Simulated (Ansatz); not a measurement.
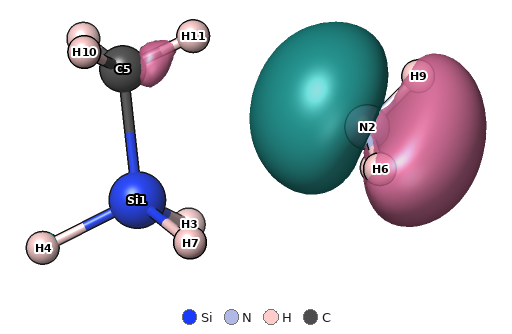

Figure 1: CH6Si···NH3. The HOMO at ±0.1 Å⁻³ᐟ² (teal and pink are the two phases), seen across its widest extent.

The product side of a reaction path; geometry: PBE0-D4/def2-TZVP.

Method: RKS PBE0-D4/def2-TZVPP in Ansatz.

| atom | x (Å) | y (Å) | z (Å) |
| --- | --- | --- | --- |
| Si | -1.2441 | 0.6118 | -0.2482 |
| N | 1.1424 | -1.1505 | 1.3958 |
| H | -1.6851 | -0.7852 | 0.0163 |
| H | -2.4262 | 1.3530 | -0.7759 |
| C | 0.1661 | 0.6707 | -1.4693 |
| H | 1.1036 | -0.5069 | 2.1767 |
| H | -0.8755 | 1.2411 | 1.0495 |
| H | 0.4222 | -1.8458 | 1.5490 |
| H | 2.0345 | -1.6274 | 1.4437 |
| H | 0.4711 | 1.7015 | -1.6636 |
| H | 1.0125 | 0.1213 | -1.0538 |
| H | -0.1217 | 0.2164 | -2.4201 |

Question: What is the character of this orbital?

Answer: It lies mainly on N2 (about 75 %), H9 (about 5 %), H6 (about 5 %) and H8 (about 5 %); largely a lone pair of N2. Its energy is −7.83 eV.
